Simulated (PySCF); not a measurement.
# Si2H4 (SMILES [SiH][SiH3]) at UMP2/STO-6G

Aim: the vertical triplet–singlet gap of Si2H4 at UMP2/STO-6G, from 2 runs. The job is set up through a Python script.

The calculation is run with PySCF 2.14.0.

4 further runs of the same task are left out: 4 set aside as unsound or not needed.

**1. Starting point**

Si2H4: 6 atoms, total charge 0, spin state triplet. SMILES: `[SiH][SiH3]`. The shape is that of a GFN2-xTB optimisation.

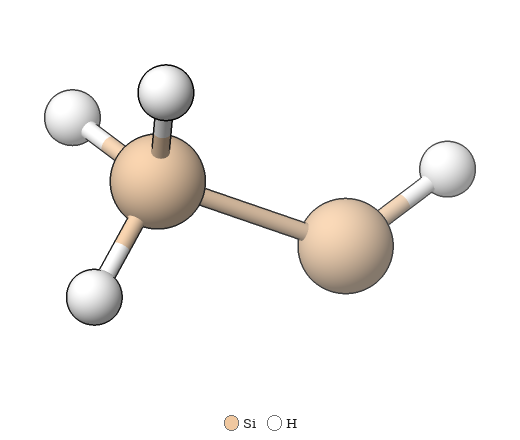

Viewed from a chosen angle; silicon light orange, hydrogen white.

**2. The energy at UMP2/STO-6G**

Contents of input.py:

```python
from pyscf import gto, mp

mol = gto.M(
    atom='''
Si     0.609852    -2.977982     0.543013
Si    -0.567164     0.988837    -0.464230
H      2.698397    -3.813127     2.184070
H     -2.752443     0.710669    -2.146748
H      1.351003     2.504511    -1.797300
H     -1.339665     2.587073     1.681214
''',
    basis='sto-6g',
    spin=2,
    max_memory=1860,
    verbose=4,
    unit='bohr',
)

mf = mol.UHF()
mf.conv_tol = 1e-10
mf.kernel()
if not mf.converged:
    mf = mf.newton().run(mf.mo_coeff, mf.mo_occ)

pt = mp.MP2(mf, frozen=10).run()
energy = pt.e_tot
print('E(%s) = %.9f' % ('MP2', energy))
```

Command:

```
$ OMP_NUM_THREADS=1 python input.py
```

Output:

```text
PySCF version 2.14.0

[INPUT] num. atoms = 6
[INPUT] num. electrons = 32
[INPUT] charge = 0
[INPUT] spin (= nelec alpha-beta = 2S) = 2
[INPUT] symmetry False subgroup None
[INPUT] Mole.unit = bohr
[INPUT] Symbol           X                Y                Z      unit          X                Y                Z       unit  Magmom
[INPUT]  1 Si     0.322719780434  -1.575880208930   0.287350104833 AA    0.609852000000  -2.977982000000   0.543013000000 Bohr   0.0
[INPUT]  2 Si    -0.300130263654   0.523270005714  -0.245659936625 AA   -0.567164000000   0.988837000000  -0.464230000000 Bohr   0.0
[INPUT]  3 H      1.427930198415  -2.017819910744   1.155760071054 AA    2.698397000000  -3.813127000000   2.184070000000 Bohr   0.0
[INPUT]  4 H     -1.456530109956   0.376069839307  -1.136010119188 AA   -2.752443000000   0.710669000000  -2.146748000000 Bohr   0.0
[INPUT]  5 H      0.714919999485   1.325330145698  -0.951090201187 AA    1.351003000000   2.504511000000  -1.797300000000 Bohr   0.0
[INPUT]  6 H     -0.708920188267   1.369020074586   0.889660135480 AA   -1.339665000000   2.587073000000   1.681214000000 Bohr   0.0

nuclear repulsion = 76.5400366804654
number of shells = 14
number of NR pGTOs = 132
number of NR cGTOs = 22
basis = sto-6g
ecp = {}

[... 20 lines left out ...]
WARN: HOMO 0.0231692953478563 >= LUMO -0.0802623155787771
[... 46 lines left out ...]
converged SCF energy = -578.015479971611  <S^2> = 2.0058552  2S+1 = 3.0039009
[... 1 line left out ...]
******** <class 'pyscf.mp.ump2.UMP2'> ********
nocc = (np.int64(7), np.int64(5)), nmo = (12, 12)
frozen orbitals 10
E(UMP2) = -578.073953783577  E_corr = -0.0584738119655941
E(SCS-UMP2) = -578.083698208866  E_corr = -0.0682182372553687
E_corr(same-spin) = -0.00225038896539715
E_corr(oppo-spin) = -0.056223423000197
E(MP2) = -578.073953784
```

Wall time 1.2 s (1 thread of Arm Neoverse V1, shared host); peak memory 0.12 GiB.

**3. The singlet at the same level**

Contents of run.py:

```python
from pyscf import gto, mp

molecule = gto.M(
    atom=[
    ('Si', (0.322720, -1.575880, 0.287350)),
    ('Si', (-0.300130, 0.523270, -0.245660)),
    ('H', (1.427930, -2.017820, 1.155760)),
    ('H', (-1.456530, 0.376070, -1.136010)),
    ('H', (0.714920, 1.325330, -0.951090)),
    ('H', (-0.708920, 1.369020, 0.889660)),
],
    basis='sto-6g',
    max_memory=1860,
    verbose=3,
    spin=0,
)

mf = molecule.RHF()
mf.conv_tol = 1e-10
mf.kernel()
if not mf.converged:
    mf = mf.newton().run(mf.mo_coeff, mf.mo_occ)

pt = mp.MP2(mf, frozen=10).run()
e_tot = pt.e_tot
print('E = %.10f Eh' % e_tot)
```

Command:

```
$ OMP_NUM_THREADS=1 python run.py
```

Output:

```text
converged SCF energy = -577.988762592464
E(RMP2) = -578.056673778819  E_corr = -0.0679111863555906
E(SCS-RMP2) = -578.068337567697  E_corr = -0.0795749752336426
E = -578.0566737788 Eh
```

Wall time 1.2 s (1 thread of Arm Neoverse V1, shared host); peak memory 0.12 GiB.

**4. Results**

Level: UMP2/STO-6G, 10 core orbitals frozen.

| quantity | value |
| --- | --- |
| triplet: total energy | -578.07395 Eh |
| triplet: dipole moment (Hartree–Fock density) | 0.84 D |
| triplet: HOMO energy (Hartree–Fock orbitals) (highest over α and β) | -5.23 eV |
| triplet: LUMO energy (Hartree–Fock orbitals) (lowest over α and β) | 6.31 eV |
| triplet: correlation energy (10 core orbitals frozen) | -58.5 mEh |
| triplet: ⟨S²⟩ of the reference determinant | 2.006 |
| singlet: total energy | -578.05667 Eh |
| singlet: dipole moment (Hartree–Fock density) | 1.03 D |
| singlet: HOMO energy (Hartree–Fock orbitals) | -4.29 eV |
| singlet: LUMO energy (Hartree–Fock orbitals) | 5.77 eV |
| singlet: HOMO–LUMO gap (Hartree–Fock orbitals) | 10.06 eV |
| singlet: correlation energy (10 core orbitals frozen) | -67.9 mEh |
| vertical energy of the singlet above the triplet | 0.470 eV |

**Reading.** At this shape the singlet lies 0.47 eV (10.8 kcal/mol) above the triplet. In a minimal basis such a difference can be off by several eV, whatever the method.
